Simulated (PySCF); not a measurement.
# Two runs on RuNCl4

System: RuNCl4, charge −1, SMILES [N]#[Ru-]([Cl])([Cl])([Cl])[Cl].
Method of run A: GIAO PBE0/pcSseg-1 Ru:def2-TZVP NMR shielding, non-relativistic Hamiltonian with scalar-relativistic core potentials on the heavy atoms, gas phase (PySCF 2.14.0).

The geometry comes from this level: PBE0-D3(BJ)/def2-SVP. Text and figures count atoms from 1; the logs count them from 0 in places.

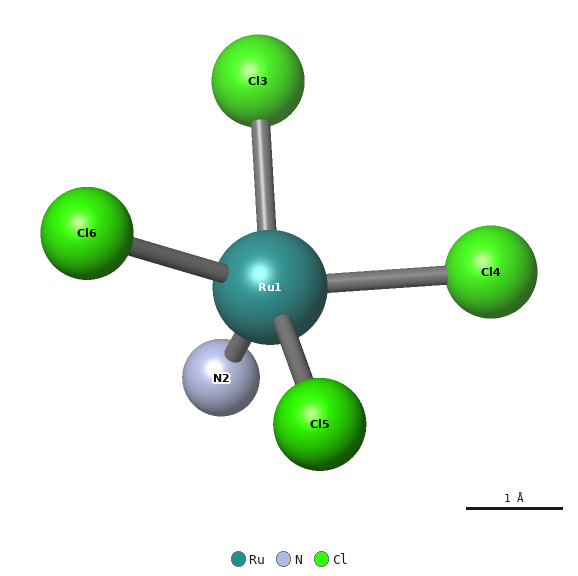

Fig. 1: The structure (ball-and-stick view, seen at a tilt; atoms are numbered from 1 in the order of the input). Sticks mark near contacts.

### The input, run A
```
{"job": {"kind": "nmr", "xc": "PBE0", "basis": {"default": "pcSseg-1", "Ru": "def2-TZVP"}}, "charge": -1, "multiplicity": 1}
Ru     0.000399    -0.000374     0.139382
N      0.004356    -0.006933     1.703354
Cl     2.252056     0.001683    -0.466888
Cl    -0.001302     2.255550    -0.451649
Cl    -2.254605     0.001276    -0.454657
Cl    -0.000915    -2.251212    -0.469552
```

The first line tells a small driver script what to run in PySCF; the rest is the geometry in Å.

Hardware: 1 CPU thread, shared host.

### Output (run A)
```
coarse grid: 38472 points
cycle   1  E = -1989.3943557881  dE = -7.492e+00  |g| = 1.682e+00  |ddm| = 4.807e+00
cycle   2  E = -1983.0485241025  dE =  6.346e+00  |g| = 4.702e+00  |ddm| = 1.295e+01
cycle   3  E = -1989.6862494547  dE = -6.638e+00  |g| = 1.171e+00  |ddm| = 1.286e+01
cycle   4  E = -1989.8517622938  dE = -1.655e-01  |g| = 6.601e-01  |ddm| = 5.529e-01
cycle   5  E = -1989.8771590015  dE = -2.540e-02  |g| = 4.935e-01  |ddm| = 5.441e-01
cycle   6  E = -1989.9319095572  dE = -5.475e-02  |g| = 1.554e-01  |ddm| = 4.498e-01
cycle   7  E = -1989.9360366793  dE = -4.127e-03  |g| = 4.234e-02  |ddm| = 7.654e-02
cycle   8  E = -1989.9363275538  dE = -2.909e-04  |g| = 1.721e-02  |ddm| = 2.201e-02
cycle   9  E = -1989.9363765830  dE = -4.903e-05  |g| = 3.304e-03  |ddm| = 6.403e-03
cycle  10  E = -1989.9363784563  dE = -1.873e-06  |g| = 7.085e-04  |ddm| = 1.916e-03
final grid: 72200 points
cycle  11  E = -1989.9364103472  dE =  1.279e-06  |g| = 2.773e-03  |ddm| = 1.612e-03
cycle  12  E = -1989.9363843298  dE =  2.602e-05  |g| = 1.245e-02  |ddm| = 6.477e-03
cycle  13  E = -1989.9364117033  dE = -2.737e-05  |g| = 4.200e-04  |ddm| = 5.262e-03
cycle  14  E = -1989.9364117485  dE = -4.521e-08  |g| = 1.154e-04  |ddm| = 4.394e-04
cycle  15  E = -1989.9364117511  dE = -2.589e-09  |g| = 4.106e-06  |ddm| = 8.437e-05
cycle  16  E = -1989.9364117511  dE =  1.364e-12  |g| = 1.726e-06  |ddm| = 5.095e-06
converged SCF energy = -1989.9364117511

GIAO shielding tensors (ppm)
atom      isotropic    diamagn.    paramagn.     s11        s22        s33       span
  0 Ru         nan         nan         nan        nan        nan        nan        nan
  1 N     -635.802     333.467    -969.268  -1010.838  -1010.749    114.182   1125.019
  2 Cl     945.076    1146.674    -201.598    745.354    820.261   1269.613    524.259
  3 Cl     945.267    1146.674    -201.407    745.565    820.443   1269.792    524.227
  4 Cl     945.268    1146.674    -201.406    745.658    820.417   1269.729    524.070
  5 Cl     945.147    1146.674    -201.527    745.555    820.269   1269.618    524.062
```

Run B used a changed input.

### The two runs side by side

| quantity | run A | run B |
| --- | --- | --- |
| outcome | converged | converged |
| total energy (hartree) | −1989.936412 | −1990.598369 |
| HOMO (eV) | −3.67 | −5.58 |
| LUMO (eV) | 0.82 | 2.48 |
| shielding of N2 (ppm) | −635.8 | −674.6 |
| shielding of Cl3 (ppm) | 945.1 | 997.3 |
| shielding of Cl4 (ppm) | 945.3 | 997.5 |
| shielding of Cl5 (ppm) | 945.3 | 997.5 |
| shielding of Cl6 (ppm) | 945.1 | 997.4 |
| SCF iterations | 16 | 16 |
| basis functions | 153 | 153 |
| wall time (shared host) | 26 s | 34 s |

What was changed in the input?

The change (lines with − go, lines with + come):
```diff
-"xc": "PBE0"
+"xc": "wB97X-D"
+"pop": false
```

The total energies belong to different methods, so their difference says nothing on which is more stable or more accurate. The HOMO goes from −3.67 to −5.58 eV. The LUMO goes from 0.82 to 2.48 eV. Of all shieldings, the largest change is that of Cl4, by +52.3 ppm. The functional changes from PBE0 to wB97X-D. The number of SCF iterations is the same.

### Output (run B)
```
coarse grid: 38472 points
cycle   1  E = -1990.1018666864  dE = -7.913e+00  |g| = 1.603e+00  |ddm| = 4.634e+00
cycle   2  E = -1988.0710634679  dE =  2.031e+00  |g| = 3.560e+00  |ddm| = 2.620e+00
cycle   3  E = -1990.5952430578  dE = -2.524e+00  |g| = 2.241e-01  |ddm| = 1.854e+00
cycle   4  E = -1990.6029003896  dE = -7.657e-03  |g| = 1.207e-01  |ddm| = 3.088e-01
cycle   5  E = -1990.6047470283  dE = -1.847e-03  |g| = 4.555e-02  |ddm| = 9.763e-02
cycle   6  E = -1990.6050962633  dE = -3.492e-04  |g| = 2.162e-02  |ddm| = 3.294e-02
cycle   7  E = -1990.6051799300  dE = -8.367e-05  |g| = 7.475e-03  |ddm| = 1.838e-02
cycle   8  E = -1990.6051910388  dE = -1.111e-05  |g| = 9.583e-04  |ddm| = 7.048e-03
cycle   9  E = -1990.6051913455  dE = -3.067e-07  |g| = 1.750e-04  |ddm| = 1.073e-03
final grid: 72200 points
cycle  10  E = -1990.5983683320  dE = -1.807e-05  |g| = 1.808e-03  |ddm| = 9.883e-03
cycle  11  E = -1990.5983672100  dE =  1.122e-06  |g| = 3.276e-03  |ddm| = 2.654e-03
cycle  12  E = -1990.5983688574  dE = -1.647e-06  |g| = 1.246e-03  |ddm| = 1.835e-03
cycle  13  E = -1990.5983691083  dE = -2.510e-07  |g| = 2.306e-04  |ddm| = 7.045e-04
cycle  14  E = -1990.5983691246  dE = -1.631e-08  |g| = 1.550e-04  |ddm| = 2.949e-04
cycle  15  E = -1990.5983691313  dE = -6.683e-09  |g| = 2.137e-05  |ddm| = 1.637e-04
cycle  16  E = -1990.5983691318  dE = -4.525e-10  |g| = 6.448e-06  |ddm| = 5.649e-05
converged SCF energy = -1990.5983691318

GIAO shielding tensors (ppm)
atom      isotropic    diamagn.    paramagn.     s11        s22        s33       span
  0 Ru         nan         nan         nan        nan        nan        nan        nan
  1 N     -674.573     333.961   -1008.534  -1075.895  -1075.805    127.981   1203.877
  2 Cl     997.304    1147.067    -149.763    811.436    863.061   1317.415    505.979
  3 Cl     997.523    1147.067    -149.544    811.677    863.248   1317.643    505.967
  4 Cl     997.499    1147.067    -149.567    811.739    863.200   1317.559    505.820
  5 Cl     997.352    1147.067    -149.714    811.615    863.054   1317.388    505.773
```

For both runs: Spin–orbit coupling is left out, which matters for the heavy atoms.
